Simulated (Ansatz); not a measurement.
# Calculations on C3H7BO

**1. Relaxation**

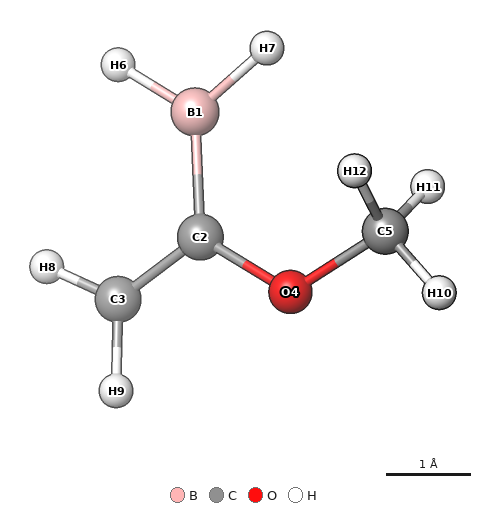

C3H7BO, before the relaxation. A ball-and-stick model, seen at a tilt.

The run prepares an end point of a later path (hydrogen shift) calculation, from a guessed geometry.

Theory: RKS B3LYP-D4/def2-SVP in Ansatz 0.2.0.

Input file:
```yaml
crystal:
  periodic: [false, false, false]
  atoms:
    - { symbol: B, position_ang: [-1.2018, 0.754, 0.3838] }
    - { symbol: C, position_ang: [-0.1353, -0.2956, 0.5932] }
    - { symbol: C, position_ang: [-0.1747, -1.0145, 1.6977] }
    - { symbol: O, position_ang: [0.9559, -0.5236, -0.3493] }
    - { symbol: C, position_ang: [1.0172, 0.1548, -1.5985] }
    - { symbol: H, position_ang: [-2.0878, 0.9884, 1.1868] }
    - { symbol: H, position_ang: [-1.2453, 1.4609, -0.6031] }
    - { symbol: H, position_ang: [-0.8608, -0.8578, 2.4674] }
    - { symbol: H, position_ang: [0.6222, -1.7516, 1.921] }
    - { symbol: H, position_ang: [1.9015, -0.2283, -2.1009] }
    - { symbol: H, position_ang: [0.1025, 0.0037, -2.187] }
    - { symbol: H, position_ang: [1.1834, 1.2545, -1.3769] }
basis:
  gaussian: { orbitals: def2-SVP }
hamiltonian:
  xc: b3lyp
  dispersion: d4
relax:
  f_tol: 0.02
  max_steps: 50
```

Command:
```bash
ansatz run input.yaml --threads 2 --pin off --max-ram 3072MiB --backend cpu --events-out ev --progress --plain --runs-dir out
```

### Predict the outcome.

Over 5 accepted moves (6 points after the start) the energy falls by 8.60 kcal/mol. Largest force component: 3.2 eV/Å at the start, 0.016 eV/Å at the end. The line search rejected the trial step at point 4 of the run. The largest move after the best rigid fit is that of H6, 0.10 Å. Largest moves by element: H 0.10 Å, C 0.07 Å, B 0.06 Å, O 0.06 Å. Near-neighbour distances that change, for instance: C2–O4 1.460 → 1.365 Å, C3–H8 1.043 → 1.089 Å, C2–C3 1.318 → 1.359 Å, B1–C2 1.511 → 1.548 Å. Bond angles that change, for instance: C2–B1–H6 123.7° → 117.4°, H6–B1–H7 113.4° → 119.0°, O4–C5–H12 107.3° → 112.1°.

Final geometry:

```xyz
12

B    -1.1914    0.7915    0.3366
C    -0.0914   -0.2759    0.5503
C    -0.1233   -1.0031    1.6977
O     0.9215   -0.5567   -0.3202
C     1.0001    0.1580   -1.5324
H    -2.0173    0.9176    1.2039
H    -1.2595    1.4911   -0.6410
H    -0.9062   -0.8261    2.4342
H     0.6288   -1.7725    1.9027
H     1.8786   -0.2294   -2.0671
H     0.1047    0.0081   -2.1619
H     1.1323    1.2423   -1.3684
```

The end point in the same view:

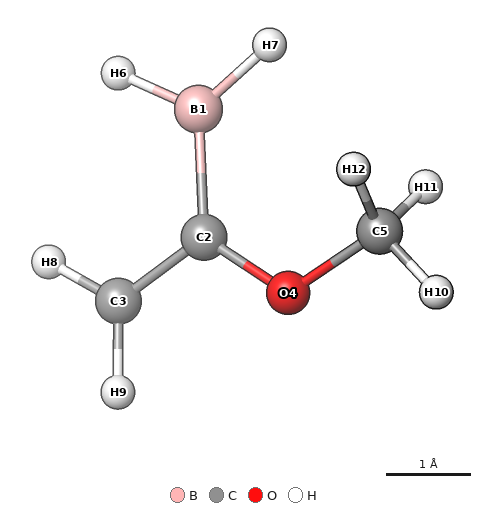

**2. Relaxation**

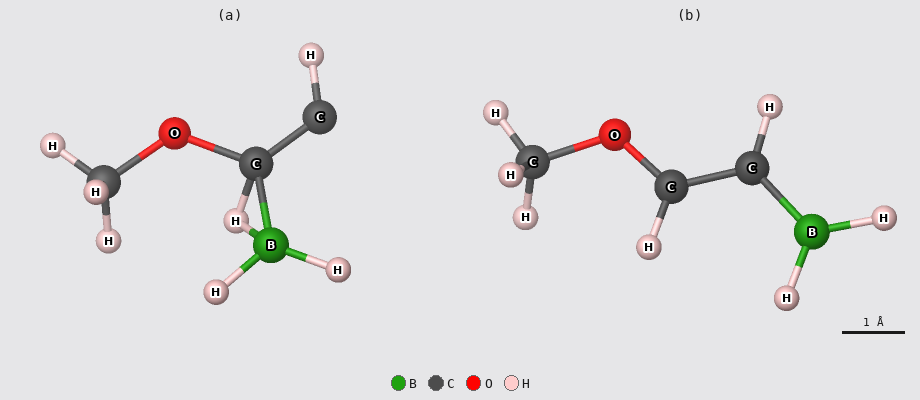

The structure of C3H7BO before (left) and after (right) a relaxation, at one scale.

Style: ball-and-stick. Shown at a tilt.

The run prepares an end point of a later path (hydrogen shift) calculation, from a guessed geometry.

Computed with Ansatz, RKS B3LYP-D4/def2-SVP.

Input
```yaml
crystal:
  periodic: [false, false, false]
  atoms:
    - { symbol: B, position_ang: [-1.2018, 0.754, 0.3838] }
    - { symbol: C, position_ang: [-0.1353, -0.2956, 0.5932] }
    - { symbol: C, position_ang: [-0.1747, -1.0145, 1.6977] }
    - { symbol: O, position_ang: [0.9559, -0.5236, -0.3493] }
    - { symbol: C, position_ang: [1.0172, 0.1548, -1.5985] }
    - { symbol: H, position_ang: [-2.0878, 0.9884, 1.1868] }
    - { symbol: H, position_ang: [-1.2453, 1.4609, -0.6031] }
    - { symbol: H, position_ang: [-0.78571, -0.31548, -0.28125] }
    - { symbol: H, position_ang: [0.6222, -1.7516, 1.921] }
    - { symbol: H, position_ang: [1.9015, -0.2283, -2.1009] }
    - { symbol: H, position_ang: [0.1025, 0.0037, -2.187] }
    - { symbol: H, position_ang: [1.1834, 1.2545, -1.3769] }
basis:
  gaussian: { orbitals: def2-SVP }
hamiltonian:
  xc: b3lyp
  dispersion: d4
relax:
  f_tol: 0.02
  max_steps: 50
```

Run as
```bash
ansatz run input.yaml --threads 2 --pin off --max-ram 3072MiB --backend cpu --events-out ev --progress --plain --runs-dir out
```

Describe what moved and what it gained.

The energy falls by 5.816 eV in 32 accepted moves (34 points after the start). Largest force component: 4 eV/Å at the start, 0.0015 eV/Å at the end. The line search rejected the trial steps at points 26, 29 of the run. The forces were under the threshold at step 30, but the run went on from there. The atom that moves furthest after the best rigid fit is H7 (3.62 Å). By element the largest moves are H 3.62 Å, B 1.34 Å, C 1.02 Å, O 0.33 Å. Some distances before and after: B1–H8 1.326 → 2.694 Å, B1–C2 1.511 → 2.485 Å, B1–C3 2.431 → 1.518 Å, C2–O4 1.460 → 1.332 Å. New bonds form, among them: B1–C3 (2.43 → 1.52 Å). Bonds break, among them: B1–C2 (1.51 → 2.49 Å), B1–H8 (1.33 → 2.69 Å). Bond angles that change, for instance: O4–C2–H8 85.7° → 115.7°, C3–C2–H8 130.1° → 120.8°, H6–B1–H7 113.4° → 118.7°.

**3. Path**

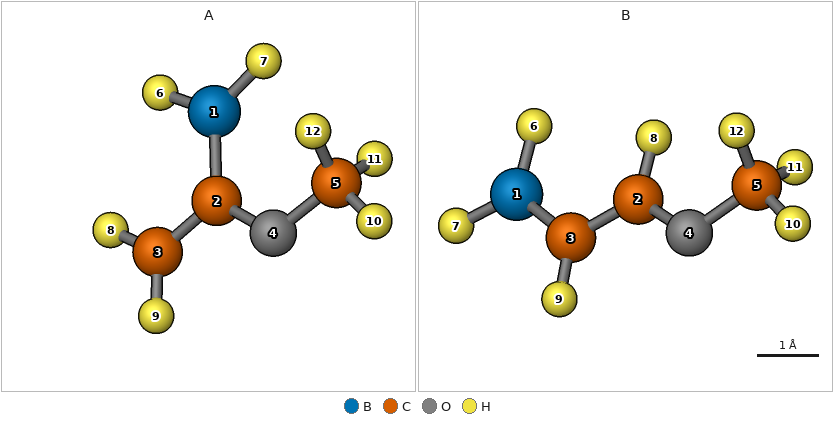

The two relaxed end points of a path for C₃H₇BO. A ball-and-stick model, seen at a tilt.

Level of theory: RKS B3LYP-D4/def2-SVP (Ansatz).

Run with 5 movable images; climbing image; force threshold 0.05 eV/Å; iteration limit 60.

Start:
```xyz
12

B    -1.1915    0.7913    0.3366
C    -0.0913   -0.2759    0.5503
C    -0.1231   -1.0030    1.6977
O     0.9216   -0.5566   -0.3202
C     1.0000    0.1581   -1.5324
H    -2.0174    0.9173    1.2038
H    -1.2597    1.4909   -0.6411
H    -0.9060   -0.8262    2.4342
H     0.6292   -1.7723    1.9028
H     1.8786   -0.2291   -2.0671
H     0.1047    0.0081   -2.1619
H     1.1321    1.2424   -1.3685
```

End:
```xyz
12

B    -1.7349    0.2688    1.8367
C    -0.0151   -0.0359    0.0687
C    -0.4884   -0.4011    1.2886
O     1.0686   -0.5734   -0.4903
C     1.4589   -0.0816   -1.7637
H    -2.2904    1.1208    1.1770
H    -2.1940   -0.0215    2.9159
H    -0.5238    0.7394   -0.5237
H     0.0725   -1.1790    1.8193
H     2.3334   -0.6656   -2.0777
H     0.6528   -0.2107   -2.5061
H     1.7374    0.9848   -1.7105
```

**Predict the minimum-energy path and its barrier.**

The energy climbs by 268.0 kJ/mol to image 3 and then falls by 303.8 kJ/mol, so the end point sits at −35.8 kJ/mol. Breaking: B1–C2 (1.55 → 1.72 at the top → 2.49 Å), C3–H8 (1.09 → 1.48 at the top → 2.14 Å). Forming: B1–C3 (2.49 → 1.61 at the top → 1.52 Å), C2–H8 (2.13 → 1.24 at the top → 1.10 Å). The band is converged. At the top, the vibrational analysis gives one imaginary mode (1181i cm⁻¹), as a transition state must have.

Energies of the converged images:

```
image  path (Å)  E (kJ/mol)
    0      0.00         0.0
    1      1.47         8.8
    2      2.94        77.3
    3      4.41       268.0
    4      5.75        32.8
    5      7.08       -19.8
    6      8.41       -35.8
```

The geometry at the top of the path:

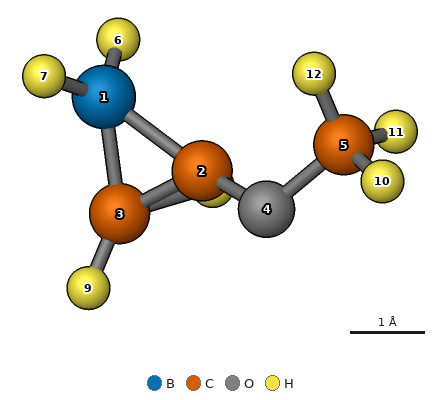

Cost: 4.4 min on 2 threads of Intel(R) Xeon(R) 6975P-C (Granite Rapids), with other jobs on the host, peak memory 0.23 GiB.
